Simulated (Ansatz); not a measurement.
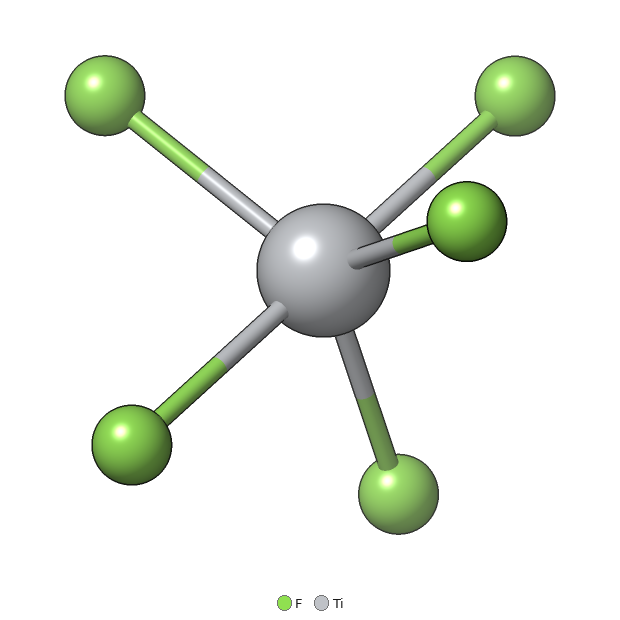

A molecule with one transition-metal atom. The species has charge −1 and is a spin singlet. The geometry was computed by an optimisation with PBE0-D4/def2-TZVPD. No frequency run is at hand to confirm it as a minimum.

Question. What is the coordination number of the metal, and which atoms bind to it?

Answer. Ti binds 5 atoms: 5 F at 1.80–1.84 Å. The arrangement is trigonal bipyramidal.

Question. Give the formal oxidation state and the d-electron count.

Answer. Ti(IV), d⁰, counting the ligands as closed-shell ions or neutral donors.
